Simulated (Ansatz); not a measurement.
# PHF₂ (triplet): wB97M-V, B2PLYP over vertical spin and charge gaps, def2-QZVPP

How well do these functionals follow the top wave-function level for PHF₂ (triplet) over vertical spin and charge gaps?

Computed with Ansatz 0.2.0, Gaussian basis. Level: def2-QZVPP, all electrons in the functionals, frozen cores in the correlation of double hybrids and RPA.

To be run: wB97M-V, B2PLYP, at charge 0, triplet; charge 0, singlet; charge 0, quintet; charge 1, doublet; charge 1, quartet.

2 further runs of the same task are left out: 2 set aside as unsound or not needed.

### Step 1. What is computed

The geometry is a PBE0/def2-TZVP stationary point (not a proven minimum).

4 atoms, charge 0, spin multiplicity 3.

Atoms are counted from 1 here; the program's logs count them from 0.

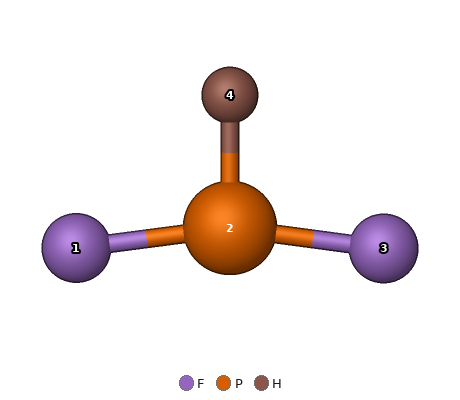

The geometry (fluorine purple, phosphorus orange, hydrogen brown); atoms are numbered from 1 in the order of the file.

No dispersion term is added; wB97M-V holds VV10 nonlocal correlation.

The geometry shown and the zero of energy belong to the point charge 0, triplet. The yardstick, UCCSD(T), and other wave-function levels (R restricted, U unrestricted, valence and pair active spaces) come from earlier runs.

### Step 2. wB97M-V, charge 0, triplet

in.yaml

```yaml
crystal:
  periodic: [false, false, false]
  atoms:
    - {symbol: F, position_ang: [0.000000, -0.118388, 1.617771]}
    - {symbol: P, position_ang: [0.000000, 0.096465, 0.000000]}
    - {symbol: F, position_ang: [0.000000, -0.118388, -1.617771]}
    - {symbol: H, position_ang: [0.000000, 1.498583, 0.000000]}
basis:
  gaussian: {orbitals: "def2-QZVPP.json"}
magnetization: {spin_polarized: true, initial_magnetization: 2}
hamiltonian: {xc: {name: wB97M-V}}
output: {orbitals: {seedname: orbitals}}
```

On the command line:

```
$ ansatz run in.yaml --threads 1 --pin off --events-out ev --progress --plain --max-ram 2393MiB
```

What it wrote, shortened:

```text
Functional definition: wB97M-V
  name "wB97M-V"
  cite "Mardirossian & Head-Gordon, J. Chem. Phys. 144, 214110 (2016) doi:10.1063/1.4952647"
  cite "Becke, J. Chem. Phys. 107, 8554 (1997) doi:10.1063/1.475007"
  cite "Vydrov & Van Voorhis, J. Chem. Phys. 133, 244103 (2010) doi:10.1063/1.3521275"
  # Of w^i u^j: cxij and so on, Table III.
[...]
  gx(w, u) = 1 - cx + cx01*u + cx10*w
  gss(w, u) = css00 + css04*u^4 + css10*w + css20*w^2 + css43*w^4*u^3
  gos(w, u) = cos00 + cos10*w + (cos20 + cos21*u)*w^2 + (cos60 + cos61*u)*w^6
[...]
      + integral(e_c_pw_mod_opposite_spin*gos(b97_w_opposite, b97_u_opposite)) + vv10(b, c)
782 factors; their error is unknown
143 factors; integrals over basis functions are off by at most 4.7e-5 eV
[...]
mean field -14738.67080746 eV, -541.6361619443 hartree, gradient 4.0e-5 eV, S^2 2.003097; 0 other end points of the search recorded, 0 dependent functions left out
reference -14738.67084404 eV, -541.6361632887 hartree; 18, 16 occupied and 196, 198 virtual orbitals, 782 factors
Total energy: -14738.67084404 eV, -541.6361632887 hartree
```

Run time: 18 s. Hardware: 1 thread of Arm Neoverse V2, shared host; peak memory 0.54 GiB.

From the report: ⟨S²⟩ of the determinant 2.003 (pure triplet: 2.00).

### Step 3. wB97M-V, charge 0, singlet

in.yaml: that of step 2 with these lines changed.

```diff
@@ -9,3 +9,3 @@
   gaussian: {orbitals: "def2-QZVPP.json"}
-magnetization: {spin_polarized: true, initial_magnetization: 2}
+magnetization: {spin_polarized: true, initial_magnetization: 0}
 hamiltonian: {xc: {name: wB97M-V}}
```

The command is unchanged.

What it wrote, shortened:

```text
Functional definition: wB97M-V
  name "wB97M-V"
  cite "Mardirossian & Head-Gordon, J. Chem. Phys. 144, 214110 (2016) doi:10.1063/1.4952647"
  cite "Becke, J. Chem. Phys. 107, 8554 (1997) doi:10.1063/1.475007"
  cite "Vydrov & Van Voorhis, J. Chem. Phys. 133, 244103 (2010) doi:10.1063/1.3521275"
  # Of w^i u^j: cxij and so on, Table III.
[...]
  gx(w, u) = 1 - cx + cx01*u + cx10*w
  gss(w, u) = css00 + css04*u^4 + css10*w + css20*w^2 + css43*w^4*u^3
  gos(w, u) = cos00 + cos10*w + (cos20 + cos21*u)*w^2 + (cos60 + cos61*u)*w^6
[...]
      + integral(e_c_pw_mod_opposite_spin*gos(b97_w_opposite, b97_u_opposite)) + vv10(b, c)
782 factors; their error is unknown
143 factors; integrals over basis functions are off by at most 4.7e-5 eV
[...]
mean field -14738.86253858 eV, -541.6432079328 hartree, gradient 2.6e-5 eV, S^2 0.529114; 5 other end points of the search recorded, 0 dependent functions left out
reference -14738.86257470 eV, -541.6432092605 hartree; 17, 17 occupied and 197, 197 virtual orbitals, 782 factors
Total energy: -14738.86257470 eV, -541.6432092605 hartree
```

It took 73 s on 1 thread of Arm Neoverse V2, shared host; peak memory 0.73 GiB.

From the report: ⟨S²⟩ of the determinant 0.529 (pure singlet: 0.00). The determinant is far from a pure spin state, so its energy mixes those of several spin states (harmless only where they are near-degenerate, as at dissociation).

From charge 0, triplet: -0.192 eV.

### Step 4. wB97M-V, charge 0, quintet

in.yaml: that of step 3 with these lines changed.

```diff
@@ -9,3 +9,3 @@
   gaussian: {orbitals: "def2-QZVPP.json"}
-magnetization: {spin_polarized: true, initial_magnetization: 0}
+magnetization: {spin_polarized: true, initial_magnetization: 4}
 hamiltonian: {xc: {name: wB97M-V}}
```

Launched as before.

What it wrote, shortened:

```text
Functional definition: wB97M-V
  name "wB97M-V"
  cite "Mardirossian & Head-Gordon, J. Chem. Phys. 144, 214110 (2016) doi:10.1063/1.4952647"
  cite "Becke, J. Chem. Phys. 107, 8554 (1997) doi:10.1063/1.475007"
  cite "Vydrov & Van Voorhis, J. Chem. Phys. 133, 244103 (2010) doi:10.1063/1.3521275"
  # Of w^i u^j: cxij and so on, Table III.
[...]
  gx(w, u) = 1 - cx + cx01*u + cx10*w
  gss(w, u) = css00 + css04*u^4 + css10*w + css20*w^2 + css43*w^4*u^3
  gos(w, u) = cos00 + cos10*w + (cos20 + cos21*u)*w^2 + (cos60 + cos61*u)*w^6
[...]
      + integral(e_c_pw_mod_opposite_spin*gos(b97_w_opposite, b97_u_opposite)) + vv10(b, c)
782 factors; their error is unknown
143 factors; integrals over basis functions are off by at most 4.7e-5 eV
[...]
mean field -14728.75289241 eV, -541.2716852889 hartree, gradient 6.1e-5 eV, S^2 6.007471; 1 other end points of the search recorded, 0 dependent functions left out
reference -14728.75292745 eV, -541.2716865766 hartree; 19, 15 occupied and 195, 199 virtual orbitals, 782 factors
Total energy: -14728.75292745 eV, -541.2716865766 hartree
```

Run time: 30 s. Hardware: 1 thread of Arm Neoverse V2, shared host; peak memory 0.55 GiB.

From the report: ⟨S²⟩ of the determinant 6.007 (pure quintet: 6.00).

From charge 0, triplet: +9.918 eV.

### Step 5. wB97M-V, charge 1, doublet

in.yaml: that of step 4 with these lines changed.

```diff
@@ -9,3 +9,4 @@
   gaussian: {orbitals: "def2-QZVPP.json"}
-magnetization: {spin_polarized: true, initial_magnetization: 4}
+total_charge: 1
+magnetization: {spin_polarized: true, initial_magnetization: 1}
 hamiltonian: {xc: {name: wB97M-V}}
```

Launched as before.

What it wrote, shortened:

```text
Functional definition: wB97M-V
  name "wB97M-V"
  cite "Mardirossian & Head-Gordon, J. Chem. Phys. 144, 214110 (2016) doi:10.1063/1.4952647"
  cite "Becke, J. Chem. Phys. 107, 8554 (1997) doi:10.1063/1.475007"
  cite "Vydrov & Van Voorhis, J. Chem. Phys. 133, 244103 (2010) doi:10.1063/1.3521275"
  # Of w^i u^j: cxij and so on, Table III.
[...]
  gx(w, u) = 1 - cx + cx01*u + cx10*w
  gss(w, u) = css00 + css04*u^4 + css10*w + css20*w^2 + css43*w^4*u^3
  gos(w, u) = cos00 + cos10*w + (cos20 + cos21*u)*w^2 + (cos60 + cos61*u)*w^6
[...]
      + integral(e_c_pw_mod_opposite_spin*gos(b97_w_opposite, b97_u_opposite)) + vv10(b, c)
782 factors; their error is unknown
143 factors; integrals over basis functions are off by at most 4.7e-5 eV
[...]
mean field -14729.25380059 eV, -541.2900933247 hartree, gradient 3.0e-5 eV, S^2 0.753583; 1 other end points of the search recorded, 0 dependent functions left out
reference -14729.25383442 eV, -541.2900945679 hartree; 17, 16 occupied and 197, 198 virtual orbitals, 782 factors
Total energy: -14729.25383442 eV, -541.2900945679 hartree
```

Wall time 20 s (1 thread of Arm Neoverse V2, shared host); peak memory 0.54 GiB.

From the report: ⟨S²⟩ of the determinant 0.754 (pure doublet: 0.75).

From charge 0, triplet: +9.417 eV.

### Step 6. wB97M-V, charge 1, quartet

in.yaml: that of step 5 with these lines changed.

```diff
@@ -10,3 +10,3 @@
 total_charge: 1
-magnetization: {spin_polarized: true, initial_magnetization: 1}
+magnetization: {spin_polarized: true, initial_magnetization: 3}
 hamiltonian: {xc: {name: wB97M-V}}
```

Launched as before.

What it wrote, shortened:

```text
Functional definition: wB97M-V
  name "wB97M-V"
  cite "Mardirossian & Head-Gordon, J. Chem. Phys. 144, 214110 (2016) doi:10.1063/1.4952647"
  cite "Becke, J. Chem. Phys. 107, 8554 (1997) doi:10.1063/1.475007"
  cite "Vydrov & Van Voorhis, J. Chem. Phys. 133, 244103 (2010) doi:10.1063/1.3521275"
  # Of w^i u^j: cxij and so on, Table III.
[...]
  gx(w, u) = 1 - cx + cx01*u + cx10*w
  gss(w, u) = css00 + css04*u^4 + css10*w + css20*w^2 + css43*w^4*u^3
  gos(w, u) = cos00 + cos10*w + (cos20 + cos21*u)*w^2 + (cos60 + cos61*u)*w^6
[...]
      + integral(e_c_pw_mod_opposite_spin*gos(b97_w_opposite, b97_u_opposite)) + vv10(b, c)
782 factors; their error is unknown
143 factors; integrals over basis functions are off by at most 4.7e-5 eV
[...]
mean field -14724.31351362 eV, -541.1085411272 hartree, gradient 2.6e-5 eV, S^2 3.761727; 3 other end points of the search recorded, 0 dependent functions left out
reference -14724.31354874 eV, -541.1085424179 hartree; 18, 15 occupied and 196, 199 virtual orbitals, 782 factors
Total energy: -14724.31354874 eV, -541.1085424179 hartree
```

It took 49 s on 1 thread of Arm Neoverse V2, shared host; peak memory 0.72 GiB.

From the report: ⟨S²⟩ of the determinant 3.762 (pure quartet: 3.75).

From charge 0, triplet: +14.357 eV.

### Step 7. B2PLYP, charge 0, triplet

in.yaml: that of step 6 with these lines changed.

```diff
@@ -9,5 +9,4 @@
   gaussian: {orbitals: "def2-QZVPP.json"}
-total_charge: 1
-magnetization: {spin_polarized: true, initial_magnetization: 3}
-hamiltonian: {xc: {name: wB97M-V}}
-output: {orbitals: {seedname: orbitals}}
+magnetization: {spin_polarized: true, initial_magnetization: 2}
+hamiltonian: {xc: {name: B2PLYP}}
+correlation: {electrons: outside_noble_gas}
```

The command is unchanged.

What it wrote, shortened:

```text
Functional definition: B2PLYP
  name "B2PLYP"
  cite "Grimme, J. Chem. Phys. 124, 034108 (2006) doi:10.1063/1.2148954"
  cite "Becke, Phys. Rev. A 38, 3098 (1988) doi:10.1103/PhysRevA.38.3098"
  cite "Lee, Yang & Parr, Phys. Rev. B 37, 785 (1988) doi:10.1103/PhysRevB.37.785"
[...]
1316 factors; integrals over basis functions are off by at most 1.3e-3 eV
[...]
mean field -14728.95869824 eV, -541.2792485135 hartree, gradient 5.4e-6 eV, S^2 2.007551; 0 other end points of the search recorded, 0 dependent functions left out
7 core orbitals not correlated: weight in the atoms' cores, before any rotation towards them, 1.000 or more for the frozen orbitals, at most 0.000 for the correlated occupied ones
reference -14728.95882213 eV, -541.2792530665 hartree; 11, 9 occupied and 196, 198 virtual orbitals, 1316 factors
second order -22.50654143 eV of doubles, -0.00000000 eV of singles
Total energy: -14735.03558832 eV, -541.5025701048 hartree
```

Wall time 12 s (1 thread of Arm Neoverse V2, shared host); peak memory 0.51 GiB.

From the report: ⟨S²⟩ of the determinant 2.008 (pure triplet: 2.00).

### Step 8. B2PLYP, charge 0, singlet

in.yaml: that of step 7 with these lines changed.

```diff
@@ -9,3 +9,3 @@
   gaussian: {orbitals: "def2-QZVPP.json"}
-magnetization: {spin_polarized: true, initial_magnetization: 2}
+magnetization: {spin_polarized: true, initial_magnetization: 0}
 hamiltonian: {xc: {name: B2PLYP}}
```

Same command.

What it wrote, shortened:

```text
Functional definition: B2PLYP
  name "B2PLYP"
  cite "Grimme, J. Chem. Phys. 124, 034108 (2006) doi:10.1063/1.2148954"
  cite "Becke, Phys. Rev. A 38, 3098 (1988) doi:10.1103/PhysRevA.38.3098"
  cite "Lee, Yang & Parr, Phys. Rev. B 37, 785 (1988) doi:10.1103/PhysRevB.37.785"
[...]
1316 factors; integrals over basis functions are off by at most 1.3e-3 eV
[...]
mean field -14728.94236131 eV, -541.2786481423 hartree, gradient 7.2e-6 eV, S^2 0.806118; 5 other end points of the search recorded, 0 dependent functions left out
7 core orbitals not correlated: weight in the atoms' cores, before any rotation towards them, 1.000 or more for the frozen orbitals, at most 0.000 for the correlated occupied ones
reference -14728.94248318 eV, -541.2786526212 hartree; 10, 10 occupied and 197, 197 virtual orbitals, 1316 factors
second order -22.85760597 eV of doubles, -0.00000000 eV of singles
Total energy: -14735.11403679 eV, -541.5054530332 hartree
```

Run time: 26 s. Hardware: 1 thread of Arm Neoverse V2, shared host; peak memory 0.54 GiB.

From the report: ⟨S²⟩ of the determinant 0.806 (pure singlet: 0.00). The determinant is far from a pure spin state, so its energy mixes those of several spin states (harmless only where they are near-degenerate, as at dissociation).

From charge 0, triplet: -0.078 eV.

### Step 9. B2PLYP, charge 0, quintet

in.yaml: that of step 8 with these lines changed.

```diff
@@ -9,3 +9,3 @@
   gaussian: {orbitals: "def2-QZVPP.json"}
-magnetization: {spin_polarized: true, initial_magnetization: 0}
+magnetization: {spin_polarized: true, initial_magnetization: 4}
 hamiltonian: {xc: {name: B2PLYP}}
```

The command is unchanged.

What it wrote, shortened:

```text
Functional definition: B2PLYP
  name "B2PLYP"
  cite "Grimme, J. Chem. Phys. 124, 034108 (2006) doi:10.1063/1.2148954"
  cite "Becke, Phys. Rev. A 38, 3098 (1988) doi:10.1103/PhysRevA.38.3098"
  cite "Lee, Yang & Parr, Phys. Rev. B 37, 785 (1988) doi:10.1103/PhysRevB.37.785"
[...]
1316 factors; integrals over basis functions are off by at most 1.3e-3 eV
[...]
a density is far from that of the atoms, so the factors are made again for it
1332 factors; integrals over basis functions are off by at most 1.3e-3 eV
[...]
mean field -14719.26498207 eV, -540.9230110150 hartree, gradient 1.3e-6 eV, S^2 6.018464; 1 other end points of the search recorded, 0 dependent functions left out
7 core orbitals not correlated: weight in the atoms' cores, before any rotation towards them, 1.000 or more for the frozen orbitals, at most 0.000 for the correlated occupied ones
reference -14719.26510189 eV, -540.9230154182 hartree; 12, 8 occupied and 195, 199 virtual orbitals, 1332 factors
second order -22.36524524 eV of doubles, -0.00000000 eV of singles
Total energy: -14725.30371810 eV, -541.1449304710 hartree
```

It took 29 s on 1 thread of Arm Neoverse V2, shared host; peak memory 0.51 GiB.

From the report: ⟨S²⟩ of the determinant 6.018 (pure quintet: 6.00).

From charge 0, triplet: +9.732 eV.

### Step 10. B2PLYP, charge 1, doublet

in.yaml: that of step 9 with these lines changed.

```diff
@@ -9,3 +9,4 @@
   gaussian: {orbitals: "def2-QZVPP.json"}
-magnetization: {spin_polarized: true, initial_magnetization: 4}
+total_charge: 1
+magnetization: {spin_polarized: true, initial_magnetization: 1}
 hamiltonian: {xc: {name: B2PLYP}}
```

The command is unchanged.

What it wrote, shortened:

```text
Functional definition: B2PLYP
  name "B2PLYP"
  cite "Grimme, J. Chem. Phys. 124, 034108 (2006) doi:10.1063/1.2148954"
  cite "Becke, Phys. Rev. A 38, 3098 (1988) doi:10.1103/PhysRevA.38.3098"
  cite "Lee, Yang & Parr, Phys. Rev. B 37, 785 (1988) doi:10.1103/PhysRevB.37.785"
[...]
1316 factors; integrals over basis functions are off by at most 1.3e-3 eV
[...]
mean field -14719.23659821 eV, -540.9219679274 hartree, gradient 9.5e-6 eV, S^2 0.758726; 2 other end points of the search recorded, 0 dependent functions left out
7 core orbitals not correlated: weight in the atoms' cores, before any rotation towards them, 1.000 or more for the frozen orbitals, at most 0.000 for the correlated occupied ones
reference -14719.23671587 eV, -540.9219722511 hartree; 10, 9 occupied and 197, 198 virtual orbitals, 1316 factors
second order -23.13937779 eV of doubles, -0.00000000 eV of singles
Total energy: -14725.48434787 eV, -541.1515684923 hartree
```

It took 15 s on 1 thread of Arm Neoverse V2, shared host; peak memory 0.51 GiB.

From the report: ⟨S²⟩ of the determinant 0.759 (pure doublet: 0.75).

From charge 0, triplet: +9.551 eV.

### Step 11. B2PLYP, charge 1, quartet

in.yaml: that of step 10 with these lines changed.

```diff
@@ -10,3 +10,3 @@
 total_charge: 1
-magnetization: {spin_polarized: true, initial_magnetization: 1}
+magnetization: {spin_polarized: true, initial_magnetization: 3}
 hamiltonian: {xc: {name: B2PLYP}}
```

Same command.

What it wrote, shortened:

```text
Functional definition: B2PLYP
  name "B2PLYP"
  cite "Grimme, J. Chem. Phys. 124, 034108 (2006) doi:10.1063/1.2148954"
  cite "Becke, Phys. Rev. A 38, 3098 (1988) doi:10.1103/PhysRevA.38.3098"
  cite "Lee, Yang & Parr, Phys. Rev. B 37, 785 (1988) doi:10.1103/PhysRevB.37.785"
[...]
1316 factors; integrals over basis functions are off by at most 1.3e-3 eV
[...]
mean field -14714.72707471 eV, -540.7562459954 hartree, gradient 6.6e-6 eV, S^2 3.779848; 4 other end points of the search recorded, 0 dependent functions left out
7 core orbitals not correlated: weight in the atoms' cores, before any rotation towards them, 1.000 or more for the frozen orbitals, at most 0.000 for the correlated occupied ones
reference -14714.72719647 eV, -540.7562504700 hartree; 11, 8 occupied and 196, 199 virtual orbitals, 1316 factors
second order -22.41335801 eV of doubles, -0.00000000 eV of singles
Total energy: -14720.77880313 eV, -540.9786429129 hartree
```

Run time: 33 s. Hardware: 1 thread of Arm Neoverse V2, shared host; peak memory 0.59 GiB.

From the report: ⟨S²⟩ of the determinant 3.780 (pure quartet: 3.75).

From charge 0, triplet: +14.257 eV.

### Step 12. Against the wave-function levels

No level is safe as a reference over these points; UCCSD(T) serves as a yardstick only. It comes from earlier runs at the same points. Energies in eV, counted from charge 0, triplet; blanks weren't run or aren't comparable.

| level | triplet to singlet | triplet to quintet | ionisation to the doublet cation | ionisation to the quartet cation |
| --- | --- | --- | --- | --- |
| UCCSD(T) |  | 9.861 | 9.658 | 14.498 |
| wB97M-V | -0.192 | 9.918 | 9.417 | 14.357 |
| B2PLYP | -0.078 | 9.732 | 9.551 | 14.257 |

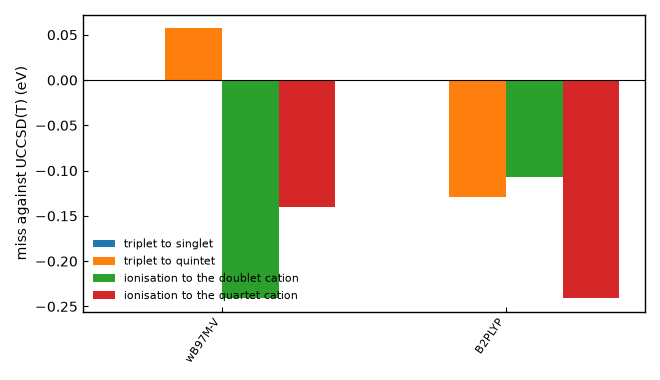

Misses of the gaps against UCCSD(T).

Largest miss and mean time a point (UCCSD(T) took 87 s a point; shared hosts):

```csv
level,largest miss (eV),where,time a point
wB97M-V,-0.241,ionisation to the doublet cation,38 s
B2PLYP,-0.241,ionisation to the quartet cation,23 s
```

### Step 13. What came out

| quantity | value |
| --- | --- |
| triplet to quintet, UCCSD(T) | 9.861 eV |
| ionisation to the doublet cation, UCCSD(T) | 9.658 eV |
| ionisation to the quartet cation, UCCSD(T) | 14.498 eV |
| largest miss, wB97M-V | -0.241 eV (ionisation to the doublet cation) |
| largest miss, B2PLYP | -0.241 eV (ionisation to the quartet cation) |

**Reading.** Misses are known at 3 of 4 points at best, and only functionals with that many are ranked. All of them stay within 0.241 eV of the yardstick, too close to rank. wB97M-V, B2PLYP clearly break the spin symmetry at some points (⟨S²⟩ up to 0.81 above the pure value), so energy there is bought with a mixed spin. Functionals and the yardstick converge differently with the basis, so part of each miss in def2-QZVPP is the basis. The yardstick itself may be off where one determinant is a poor start.
